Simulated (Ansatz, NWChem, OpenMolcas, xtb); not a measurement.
Loss of CH4: SiH2(CH3)F → SiHF + CH4

Species: SiH2(CH3)F, singlet; SiHF `F[SiH]`, singlet; CH4 (methane) `C`, singlet. 

Shapes, held fixed at every level: PBE0-D4/def2-TZVP. Programs: Ansatz 0.2.0, NWChem 7.3.0, OpenMolcas 26.06, xtb 6.7.1. A level may come from different programs for different species; with the same settings they agree closely. Electronic energies: no zero-point or thermal term.

```tsv
level	kind	ΔE (kJ/mol)
GFN2-xTB	semi-empirical	+172.8
HF/STO-3G	Hartree–Fock	+234.1
HF/3-21G	Hartree–Fock	+164.0
HF/def2-SVP	Hartree–Fock	+193.5
B3LYP/6-31G* (Cartesian functions)	global hybrid	+182.3
PBE0/def2-SVP	global hybrid	+208.8
```

PBE0/def2-SVP gives ΔE = +208.8 kJ/mol; the levels span +164.0 to +234.1. The median of the levels is +187.9. No measured value is set beside it here. Rows in sets without polarisation functions are far from converged.

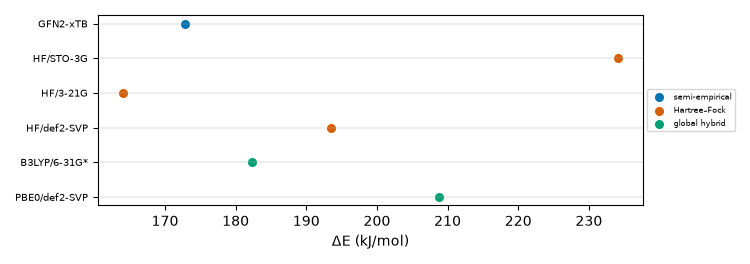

The values of the table, level by level.
